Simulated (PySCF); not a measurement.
C₅H₇FO₃Si

Input

```
{"job": {"kind": "nmr", "xc": "PBE0", "basis": "pcSseg-1"}, "charge": 0, "multiplicity": 1}
C     -0.968308     1.988902    -0.686942
O     -1.566177     0.709714    -0.583591
C     -0.820859    -0.303614    -0.162005
C      0.463745    -0.448071     0.222014
Si     2.067604     0.491771     0.455284
F      1.861527     2.050682     0.057828
C      0.629992    -1.860373     0.573291
O      1.636193    -2.389148     0.964324
O     -0.540249    -2.530991     0.396676
C     -1.521220    -1.640565    -0.065528
H     -1.753784     2.654533    -1.037901
H     -0.596773     2.325989     0.282038
H     -0.140747     1.977479    -1.397978
H      2.428950     0.538576     1.860983
H      3.069036     0.028832    -0.488424
H     -1.896888    -1.972326    -1.039584
H     -2.359040    -1.609361     0.639604
```

Launched as:

```sh
OMP_NUM_THREADS=1 python probes_run.py task.json out
```

Geometry: GFN2-xTB.

Computed with PBE0/pcSseg-1, SCF density, gas phase, non-relativistic in PySCF 2.14.0.

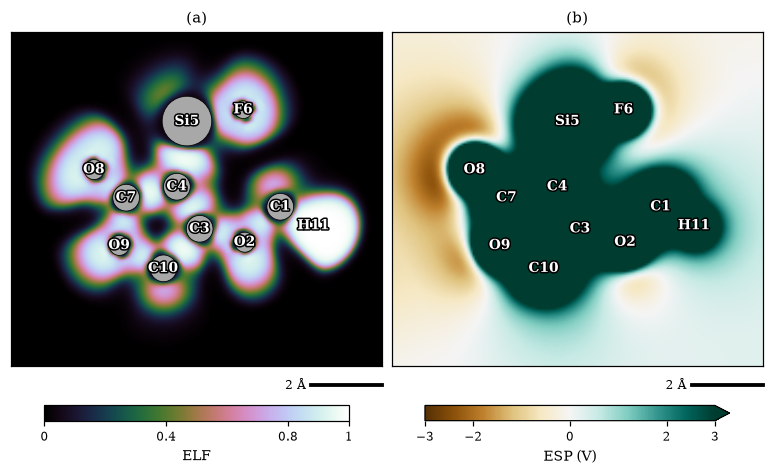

Figure 1. (a) ELF; (b) electrostatic potential on the plane of atoms O2, C3 and C4. Grey discs cover the atomic cores in the ELF map.

### Describe what can be read from this map.

- The plane passes through C, O, Si, F and H nuclei.
- C–O (1.20 Å): the ELF peaks at about 0.85 between the atoms (a multiple bond).
- C–C (1.35 Å): the ELF peaks at about 0.90 between the atoms (localised, covalent bonding).
- Si–F (1.62 Å): the ELF peaks at about 0.85 in the valence shell of F, 0.5 Å from its nucleus, and is about 0.55 at the midpoint.
- C–Si (1.87 Å): the ELF peaks at about 0.95 between the atoms, as expected for a shared electron pair.
- C–H (1.09 Å): the ELF climbs to about 1 towards the hydrogen, as it does in any bond to H: an ordinary covalent bond to hydrogen.
- The ELF also peaks beside O2, O9, O8 and F6, away from the bonds: lone-pair regions.
- Outside the dense part of the molecule the potential is most negative (−2.4 V) near O8.

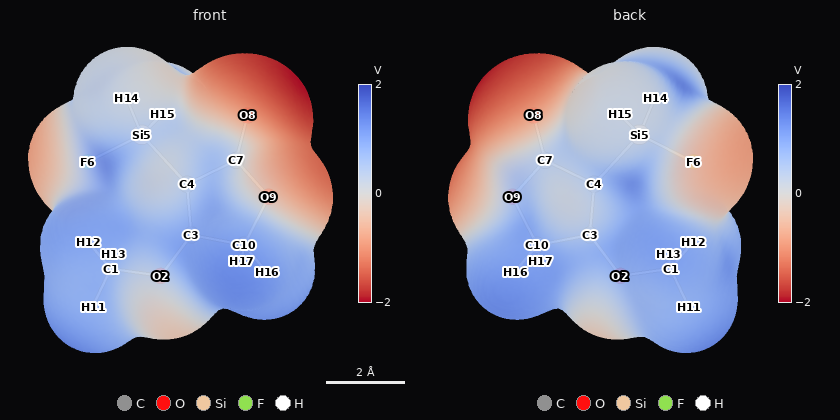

Figure 2. The molecular electrostatic potential painted on the density surface at 0.002 e/bohr³, seen from the front and from behind; red is negative and blue positive.

### Describe the electrostatic potential map.

The most negative region (about −1.9 V) lies over O8, the most positive (about +1.3 V) over Si5, H11, H16 and H17. O8 is the likeliest acceptor of a hydrogen bond.

### How polar is the molecule by this calculation?

Its dipole moment is 4.61 D.
